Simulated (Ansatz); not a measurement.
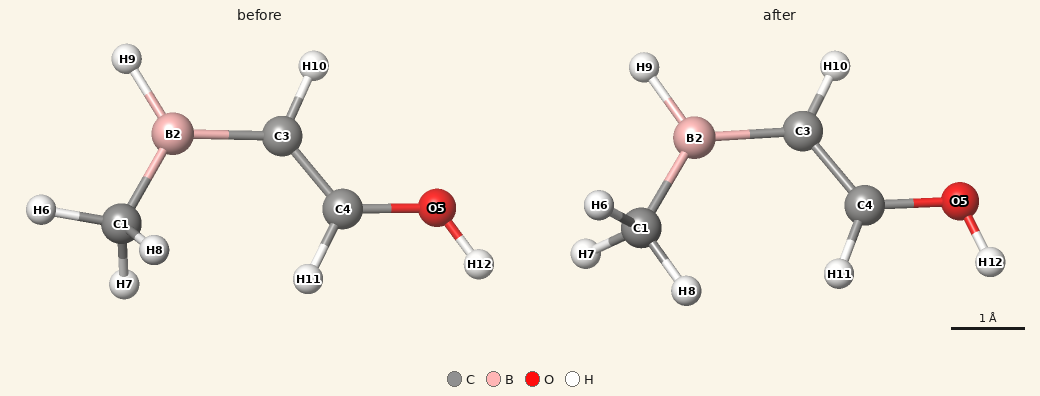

The structure of C₃H₇BO (coarse preliminary run) before (left) and after (right) a relaxation, at one scale.

The picture is a ball-and-stick view, seen at a tilt.

The start comes from a force field.

Theory: RKS PBE-D4/def2-SVP in Ansatz.

Input file:
```yaml
crystal:
  periodic: [false, false, false]
  atoms:
    - {symbol: C, position_ang: [-1.646400, -0.034400, 0.741000]}
    - {symbol: B, position_ang: [-0.198500, 0.132500, 1.244400]}
    - {symbol: C, position_ang: [1.005500, 0.072600, 0.260600]}
    - {symbol: C, position_ang: [0.989300, -0.080900, -1.045200]}
    - {symbol: O, position_ang: [2.053200, -0.146700, -1.859000]}
    - {symbol: H, position_ang: [-2.390900, 0.100100, 1.588900]}
    - {symbol: H, position_ang: [-1.886600, 0.831900, 0.017300]}
    - {symbol: H, position_ang: [-1.799100, -0.952300, 0.222000]}
    - {symbol: H, position_ang: [0.004400, 0.298900, 2.443500]}
    - {symbol: H, position_ang: [2.028100, 0.165800, 0.731600]}
    - {symbol: H, position_ang: [-0.068700, -0.187800, -1.485200]}
    - {symbol: H, position_ang: [1.986600, -0.254900, -2.826000]}
basis:
  gaussian: {orbitals: def2-SVP}
hamiltonian: {xc: pbe, dispersion: d4}
relax: {f_tol: 0.03, max_steps: 200}
```

Question: Describe what moved and what it gained.

Answer: The energy falls by 11.4 kcal/mol in 12 accepted moves (14 points after the start). The largest force component goes from 3.7 to 0.01 eV/Å. The line search rejected the trial steps at points 6, 10 of the run. The forces were under the threshold at step 11, but the run went on from there. The largest move after the best rigid fit is that of H7, 0.91 Å. Largest moves by element: H 0.91 Å, O 0.15 Å, B 0.14 Å, C 0.11 Å. Some distances before and after: C3–C4 1.315 → 1.362 Å, C1–H8 1.065 → 1.109 Å, C1–H7 1.154 → 1.114 Å, C1–B2 1.542 → 1.578 Å. Bond angles that change, for instance: C4–O5–H12 123.6° → 109.4°, C3–C4–H11 113.7° → 121.1°, B2–C3–C4 128.5° → 122.2°. Groups turn about C1–B2 by about 55°.
